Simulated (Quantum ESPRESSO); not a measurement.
**GaP (F-43m): modes at Γ and the response to a field**

Aim: the zone-centre modes of GaP (F-43m).

Main program and level: Quantum ESPRESSO 7.5; DFT LDA, scalar-relativistic, plane waves, JTH PAW pseudopotentials.

**What experiment says.**

“Temperature dependence of the optical phonon reflection band in GaP” (2021, arxiv:2105.06662) quotes from earlier work for GaP, zinc blende (literature value (Ref. 21), 300 K): Raman mode (TO at Gamma) 367.3 cm⁻¹; infrared mode (TO at Gamma) 366.3 ± 0.3 cm⁻¹.

Most raw output is cut from this account.

### 1. The structure

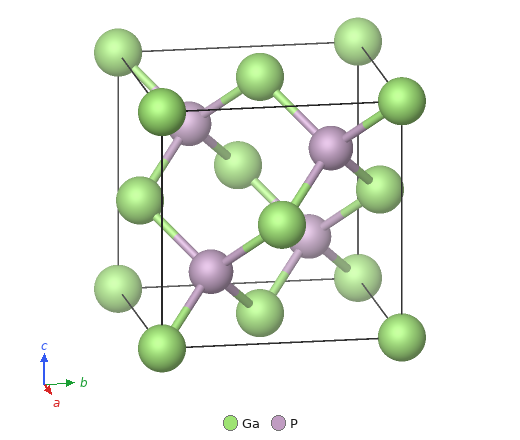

The cell as given, slightly off an axis (gallium green, phosphorus pink). This picture shows the conventional cell, with its axes. Bonds to atoms that aren't drawn are left out. Some periodic images of atoms are drawn too.

### 2. A first look

Before anything dear is run, a loose run with smearing shows whether this is a metal and how far the cell is from rest.

The input, probe.in:

```
&CONTROL
  calculation = 'scf'
  prefix      = 'x'
  outdir      = './tmp'
  pseudo_dir  = './pseudo'
  tprnfor     = .true.
  tstress     = .true.
  verbosity   = 'high'
/
&SYSTEM
  ibrav       = 0
  nat         = 2
  ntyp        = 2
  ecutwfc     = 60.0
  ecutrho     = 480.0
  occupations = 'smearing'
  smearing    = 'gaussian'
  degauss     = 0.01
/
&ELECTRONS
  conv_thr         = 1.0d-07
  mixing_beta      = 0.7
  electron_maxstep = 100
/
ATOMIC_SPECIES
 Ga     69.7230  Ga.upf
 P      30.9738  P.upf
CELL_PARAMETERS angstrom
    -2.725250000    0.000000000    2.725250000
     0.000000000    2.725250000    2.725250000
    -2.725250000    2.725250000    0.000000000
ATOMIC_POSITIONS crystal
 Ga     0.000000000   0.000000000   0.000000000
 P      0.250000000   0.250000000   0.250000000
K_POINTS automatic
 6 6 6 0 0 0
```

Run with:

```sh
$ OMP_NUM_THREADS=1 mpirun -n 4 pw.x -nk 4 -in probe.in > probe.out
```

Elapsed: 3.7 s, on 4 MPI ranks of Arm Neoverse V1, shared host; 14 s of CPU time.

Numbers from this step:

```
volume per atom   : 20.24 Å³
pressure          : -2.841 GPa
gap on the k-mesh : 1.491 eV
```

A gap of 1.5 eV opens on this mesh, so the crystal is taken as an insulator; the start stands at -2.8 GPa.

### 3. Relaxing the cell and atoms

The relaxation runs at a cutoff a fifth above that of the response, since stress converges more slowly with the basis than frequencies do. Forces and stress are brought to rest with tight thresholds.

The input, relax.in:

```
&CONTROL
  calculation   = 'vc-relax'
  prefix        = 'x'
  outdir        = './tmp'
  pseudo_dir    = './pseudo'
  tprnfor       = .true.
  tstress       = .true.
  forc_conv_thr = 2.0d-05
  etot_conv_thr = 1.0d-07
  nstep         = 40
/
&SYSTEM
  ibrav       = 0
  nat         = 2
  ntyp        = 2
  ecutwfc     = 72
  ecutrho     = 576.0
  occupations = 'fixed'
  nbnd        = 11
/
&ELECTRONS
  conv_thr         = 1.0d-11
  mixing_beta      = 0.7
  electron_maxstep = 100
/
&IONS
/
&CELL
  press_conv_thr = 0.2
/
ATOMIC_SPECIES
 Ga     69.7230  Ga.upf
 P      30.9738  P.upf
CELL_PARAMETERS angstrom
    -2.725250000    0.000000000    2.725250000
     0.000000000    2.725250000    2.725250000
    -2.725250000    2.725250000    0.000000000
ATOMIC_POSITIONS crystal
 Ga     0.000000000   0.000000000   0.000000000
 P      0.250000000   0.250000000   0.250000000
K_POINTS automatic
 8 8 8 0 0 0
```

Run with:

```sh
$ OMP_NUM_THREADS=1 mpirun -n 4 pw.x -nk 4 -in relax.in > relax.out
```

Wall time 51 s (4 MPI ranks).

Step by step:

| step | energy less that of the first step (eV) | largest force (eV/Å) | pressure (GPa) | volume (Å³) |
| --- | --- | --- | --- | --- |
| 1 | 0.0000 | 0.0000 | -2.78 | 40.48 |
| 2 | -0.0079 | 0.0000 | -1.64 | 39.91 |
| 3 | -0.0118 | 0.0000 | 0.11 | 39.11 |
| 4 | -0.0118 | 0.0000 | 0.00 | 39.16 |
| 5 | -0.0118 | 0.0000 | 0.00 | 39.16 |
| 6 | -0.0115 | 0.0000 | 0.00 | 39.16 |

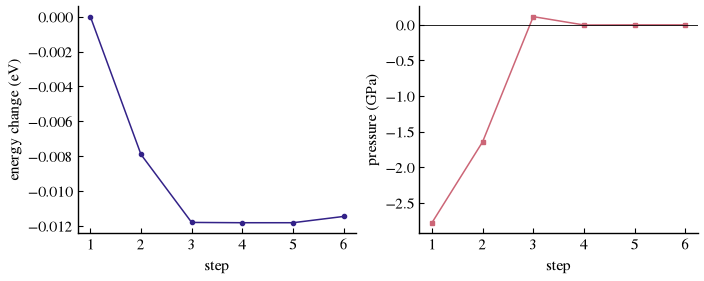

Energy and pressure along the relaxation.

| conventional cell, symmetrised | before | after | change |
| --- | --- | --- | --- |
| a (Å) | 5.451 | 5.391 | -1.1 % |
| b (Å) | 5.451 | 5.391 | -1.1 % |
| c (Å) | 5.451 | 5.391 | -1.1 % |
| volume (Å³/atom) | 20.24 | 19.58 | -3.3 % |

The relaxed structure:

```cif
data_structure
_symmetry_space_group_name_H-M 'P 1'
_symmetry_Int_Tables_number 1
_cell_length_a 3.8117
_cell_length_b 3.8117
_cell_length_c 3.8117
_cell_angle_alpha 60.000
_cell_angle_beta 60.000
_cell_angle_gamma 60.000
_cell_volume 39.16
loop_
_atom_site_label
_atom_site_type_symbol
_atom_site_fract_x
_atom_site_fract_y
_atom_site_fract_z
_atom_site_occupancy
Ga1 Ga 0.00000 0.00000 0.00000 1
P2 P 0.25000 0.25000 0.25000 1
```

The last row of the table of steps is pw.x's closing run on a basis chosen anew for the final cell, so its energy can jump.

Read from the output:

- volume per atom: 19.58 Å³
- pressure: -0.002 GPa
- gap on the k-mesh: 1.430 eV

The volume changes by -3.3 % from the cell with which this run began.

### 4. Ground state

Perturbation theory inherits every error of the wavefunctions, so the threshold is set near the limit of the arithmetic. With a gap, occupations are fixed, which also allows the response to an electric field.

The input, scf.in:

```
&CONTROL
  calculation = 'scf'
  prefix      = 'x'
  outdir      = './tmp'
  pseudo_dir  = './pseudo'
  tprnfor     = .true.
  tstress     = .true.
/
&SYSTEM
  ibrav       = 0
  nat         = 2
  ntyp        = 2
  ecutwfc     = 60.0
  ecutrho     = 480.0
  occupations = 'fixed'
  nbnd        = 11
/
&ELECTRONS
  conv_thr         = 1.0d-12
  mixing_beta      = 0.7
  electron_maxstep = 100
/
ATOMIC_SPECIES
 Ga     69.7230  Ga.upf
 P      30.9738  P.upf
CELL_PARAMETERS angstrom
    -2.695291197    0.000000000    2.695291197
     0.000000000    2.695291197    2.695291197
    -2.695291197    2.695291197    0.000000000
ATOMIC_POSITIONS crystal
 Ga     0.000000000   0.000000000   0.000000000
 P      0.250000000   0.250000000   0.250000000
K_POINTS automatic
 8 8 8 0 0 0
```

Run with:

```sh
$ OMP_NUM_THREADS=1 mpirun -n 4 pw.x -nk 4 -in scf.in > scf.out
```

Run time: 6.7 s. Hardware: 4 MPI ranks; 27 s of CPU time.

This step gave:

```
pressure : 0.032 GPa
```

The cell stands at 0.032 GPa, close enough for phonons.

### 5. Linear response at Γ

At q = 0 one unit cell holds all displacements; symmetry groups them into irreducible representations that are solved one by one. The response to a field gives ε∞ and the Born charges, which polar modes need.

The input, ph.in:

```
phonons
&INPUTPH
  prefix = 'x'
  outdir = './tmp'
  fildyn = 'g.dyn'
  tr2_ph = 1.0d-18
  epsil  = .true.
/
0.000000000000 0.000000000000 0.000000000000
```

Run with:

```sh
$ OMP_NUM_THREADS=1 mpirun -n 4 ph.x -nk 4 -in ph.in > ph.out
```

Wall time 1.8 min (4 MPI ranks); 7.2 min of CPU time.

This step gave:

```
miss of the charge sum rule                                       : 0.1233 e
largest acoustic frequency at the zone centre before the sum rule : 1.33 cm⁻¹
highest optical zone-centre mode (no LO-TO term)                  : 364.9 cm⁻¹
lowest optical zone-centre mode                                   : 364.9 cm⁻¹
mean high-frequency dielectric constant                           : 11.56
largest Born charge in size (third of the trace)                  : 2.178 e
```

Born charge (rows field, columns displacement), before the sum rule (e), principal values of the symmetric part by kind of site:

| atom | atoms with these values | low | middle | high | mean |
| --- | --- | --- | --- | --- | --- |
| Ga1 | 1 | 2.05 | 2.05 | 2.05 | 2.05 |
| P2 | 1 | -2.18 | -2.18 | -2.18 | -2.18 |

In full for Ga1:

```
2.05 0.00 0.00
0.00 2.05 0.00
0.00 0.00 2.05
```

High-frequency dielectric tensor:

```
11.56  0.00  0.00
 0.00 11.56  0.00
 0.00  0.00 11.56
```

The acoustic modes at Γ come out as far as 1.3 cm⁻¹ from zero, where they should vanish, a small numerical error; the Born charges miss their sum rule by 0.12 e, too much: mesh or cutoff is short for the field response.

### 6. Modes with the sum rule

A rigid shift of the crystal must cost nothing, but grids and finite bases break this; the acoustic sum rule is imposed before the matrix is diagonalised again. With Born charges the intensities follow, and the static dielectric tensor.

The input, dynmat.in:

```
&INPUT
  fildyn = 'g.dyn'
  asr    = 'simple'
  fileig = 'dynmat.eig'
  lperm  = .true.
/
```

Run with:

```sh
$ dynmat.x -in dynmat.in > dynmat.out
```

Wall time 0.44 s (1 thread).

This step gave:

```
mean static dielectric constant : 13.53
```

Unit eigenvectors of the mass-weighted matrix after the sum rule; no LO-TO term. The modes at Γ (shares of kinetic energy by element, %):

| mode | frequency (cm⁻¹) | symmetry | Ga % | P % |
| --- | --- | --- | --- | --- |
| 1 | 0.0 | acoustic | 69 | 31 |
| 2 | 0.0 | acoustic | 69 | 31 |
| 3 | 0.0 | acoustic | 69 | 31 |
| 4 | 365.0 | T2 | 31 | 69 |
| 5 | 365.0 | T2 | 31 | 69 |
| 6 | 365.0 | T2 | 31 | 69 |

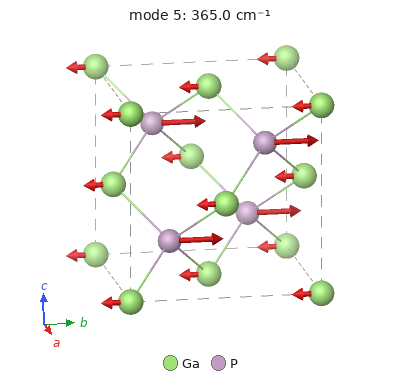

Displacement patterns of mode 5 at Γ; arrows are exaggerated. Bonds to atoms that aren't drawn are left out. Some periodic images of atoms are drawn too.

Degenerate modes summed, no LO-TO term. Lines of the infrared spectrum (strongest = 100):

| position (cm⁻¹) | lines merged | label | IR intensity, relative |
| --- | --- | --- | --- |
| 365 | 3 | T2 | 100 |

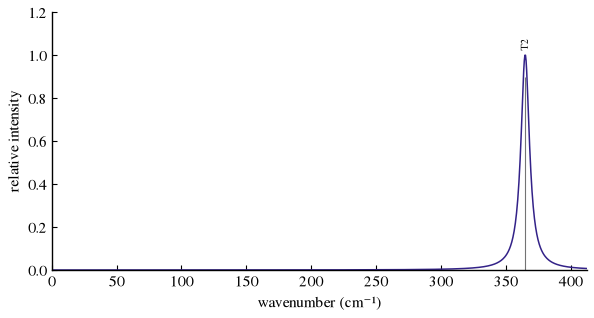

The infrared spectrum, broadened with Lorentzians of width 8 cm⁻¹; bars mark the lines.

Static dielectric tensor (ions relaxed, fixed cell):

```
13.53  0.00  0.00
 0.00 13.53  0.00
 0.00  0.00 13.53
```

The rule moves no optical mode by more than 0.1 cm⁻¹.

### 7. The LO-TO splitting (1 0 0)

A longitudinal polar mode sets up a macroscopic field that stiffens it; the term hangs on the direction from which q goes to zero.

The input, dynmat.in:

```
&INPUT
  fildyn = 'g.dyn'
  asr    = 'simple'
  fileig = 'dynmat.eig'
  q(1)   = 1.0
  q(2)   = 0.0
  q(3)   = 0.0
/
```

Run with:

```sh
$ dynmat.x -in dynmat.in > dynmat.out
```

The job ended after 0.44 s (1 thread).

This step gave:

```yaml
highest_mode_moved_by_the_lo_to_term: 394.8 cm⁻¹
```

Zone-centre frequencies as printed; negative means imaginary. Modes:

| mode | frequency (cm⁻¹) |
| --- | --- |
| 1 | 0 |
| 2 | 0 |
| 3 | 0 |
| 4 | 364.9 |
| 5 | 364.9 |
| 6 | 394.8 |

The field moves one mode, from 365 to 395 cm⁻¹; the others stay.

### 8. Results

```json
{
 "space group after relaxation": "F-43m",
 "volume per atom": "19.6 Å³",
 "gap on the k-mesh": "1.43 eV",
 "highest optical zone-centre mode (no LO-TO term)": "364.9 cm⁻¹",
 "highest mode moved by the LO-TO term (probably not converged in the k mesh)": "394.8 cm⁻¹",
 "mean high-frequency dielectric constant (probably not converged in the k mesh)": "11.6",
 "largest Born charge in size (third of the trace) (probably not converged in the k mesh)": "2.18 e",
 "mean static dielectric constant (probably not converged in the k mesh)": "13.5",
 "imaginary optical modes at the zone centre (no q mesh in this session)": "none"
}
```

In words: At the LDA level the optical modes of GaP (F-43m) at the zone centre (no LO-TO term) lie at 365 cm⁻¹. Along the directions run, the highest mode that the macroscopic field moves lies at 395 cm⁻¹. Lattice motion raises the mean dielectric constant from 11.56 to 13.53. The Born charges miss their sum rule by 0.12 e, a sign that the k mesh or the cutoff is short for the field response. ε∞, the Born charges and what follows from them are probably not converged in the k mesh. The Lyddane-Sachs-Teller relation holds: (ωLO/ωTO)² is 1.17 and ε₀/ε∞ is 1.17. These are harmonic frequencies at zero temperature: anharmonic shifts and linewidths and thermal expansion are left out.

Computed beside measured:

| quantity | measured | LDA JTH, Quantum ESPRESSO |
| --- | --- | --- |
| Raman mode, TO at Gamma (cm⁻¹) | 367.3 | 365 (-0.6 %) |
| infrared mode, TO at Gamma (cm⁻¹) | 366.3 | 365 (-0.4 %) |

Measured values from arxiv:2105.06662 (2021).

**Verdict.** The Raman mode is off by -0.6 %: good agreement. The infrared mode is off by -0.4 %: good agreement. The grades are ours: good and fair within 3 and 7 % for the Raman mode and 3 and 7 % for the infrared mode. For Raman mode and infrared mode the calculation has a static lattice, without zero-point motion or thermal expansion (measured at up to 300 K). Limits of convergence are named above.

[Host names and launcher messages were left out of these logs when they were recorded.]

[Logs are printed without paths, hosts, clocks, repeated set-up lines and the standing remarks that a program may print on its own settings, such as how far it seeks lower states.]

[Hosts, paths, dates, database ids (printed as entryN), source tags and the programs' standing remarks are cut or masked in the printed files.]
